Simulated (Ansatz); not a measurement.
Cl4Ge···HF

Input file:

```
crystal:
  periodic: [false, false, false]
  atoms:
    - { symbol: Ge, position_ang: [0.0, 0.0, 0.0] }
    - { symbol: Cl, position_ang: [0.0, 0.0, 2.57] }
    - { symbol: Cl, position_ang: [2.0935, 0.0, -0.7393] }
    - { symbol: Cl, position_ang: [-1.0456, 1.8115, -0.7393] }
    - { symbol: Cl, position_ang: [-1.0456, -1.8115, -0.7393] }
    - { symbol: F, position_ang: [-1.879, 0.0, 0.6243] }
    - { symbol: H, position_ang: [-1.4051, 0.0, 1.7575] }
basis:
  gaussian: { orbitals: def2-SVP }
hamiltonian:
  xc: b3lyp
relax:
  f_tol: 0.15
  max_steps: 25
  restrain:
    - { distance: [0, 5], at: 2.88, k: 30.0 }
    - { distance: [6, 1], at: 2.57, k: 30.0 }
    - { distance: [0, 1], at: 2.22, k: 30.0 }
    - { distance: [6, 5], at: 0.92, k: 30.0 }
output:
  orbitals: {}
```

Run with:

```sh
ansatz run input.yaml --threads 4 --pin off --max-ram 5120MiB --backend cpu --events-out ev --progress --plain --runs-dir out
```

The fields are those of the run's last geometry, not of the input's.

All numbers below come from RKS B3LYP/def2-SVP in Ansatz.

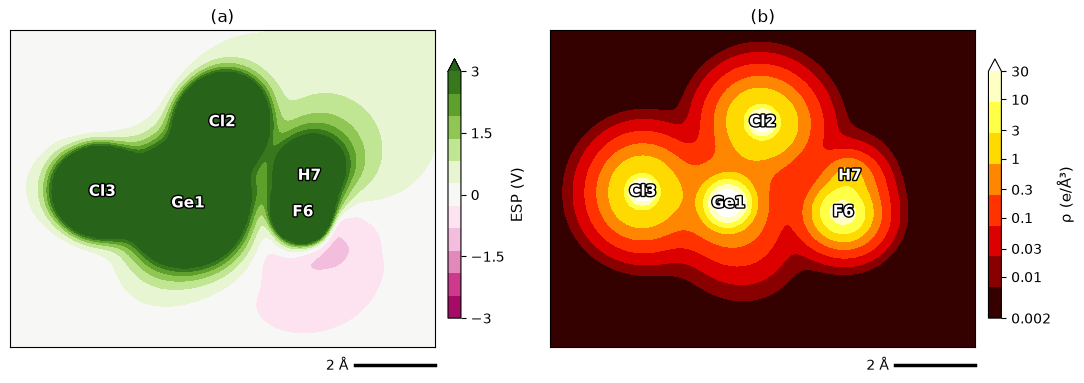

Figure 1. (a) molecular electrostatic potential; (b) total electron density on the plane of atoms Cl2, Ge1 and Cl3.

**What does the map show?**

- The section cuts through Ge, Cl, F and H sites.
- Ge1···F6 (2.89 Å): the density falls to about 0.09 e/Å³ on the way.
- Ge–Cl (2.15 Å): ρ at the midpoint is about 0.74 e/Å³.
- F–H (0.93 Å): the density is about 4.6 e/Å³ at the midpoint.
- Ge–Cl (2.20 Å): ρ is about 0.67 e/Å³ halfway.
- Outside the dense part of the complex the potential is most negative (−1.0 V) near F6.

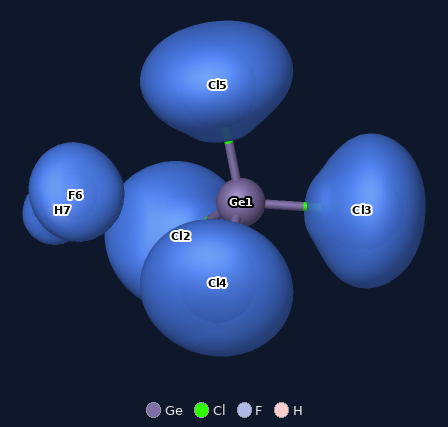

Figure 2. Isosurface of the electron localisation function at 0.75 (blue), seen from one side. Only the valence region is drawn (cores and ρ < 0.01 e/Å³ removed).

**What do the ELF domains correspond to?**

The surface consists of four regions wrapped around Cl (the valence shell of each) and one joined region spread over several atoms (F, H), in which their bonds and any lone pairs are merged. Profiles from the grid: Ge1···F6 (2.89 Å): the ELF dips to about 0.05 between them. Ge–Cl (2.14 Å): the ELF peaks at about 0.80 in the valence shell of Cl, 0.9 Å from its nucleus, and is about 0.65 at the midpoint.

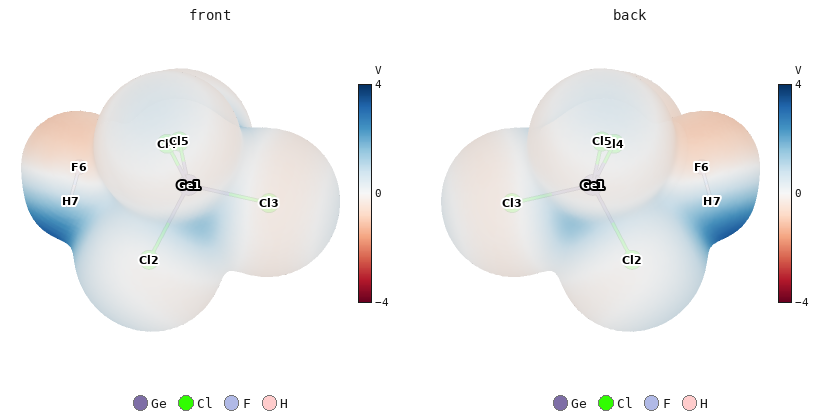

Figure 3. The electrostatic potential painted on the density surface at 0.002 e/bohr³, seen from the front and from behind; the colour scale runs from red (negative) to blue (positive).

**Describe the electrostatic potential map.**

The most negative region (about −0.9 V, or −21 kcal/mol for a unit charge) lies over F6, the most positive (about +3.2 V, or +74 kcal/mol for a unit charge) over H7. Cl3 shows a σ-hole: about +0.3 V, or +7 kcal/mol for a unit charge at the tip opposite its bond, against about −0.2 V on its flanks. Cl4 shows a σ-hole: about +0.4 V, or +9 kcal/mol for a unit charge at the tip opposite its bond, against about −0.2 V on its flanks. Cl5 shows a σ-hole: about +0.4 V, or +9 kcal/mol for a unit charge at the tip opposite its bond, against about −0.3 V, or −7 kcal/mol for a unit charge on its flanks.

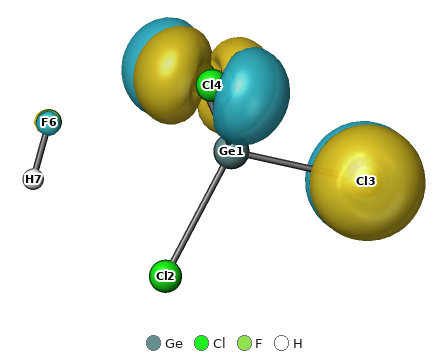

Figure 4. One frontier orbital at ±0.15 Å⁻³ᐟ² (yellow and cyan are the two phases), seen across its widest extent.

**Which orbital is it: HOMO or LUMO?**

The HOMO, at −8.92 eV. It lies mainly on Cl3 (about 45 %), Cl4 (about 25 %) and Cl5 (about 25 %); largely a combination of lone pairs on Cl3, Cl4 and Cl5.
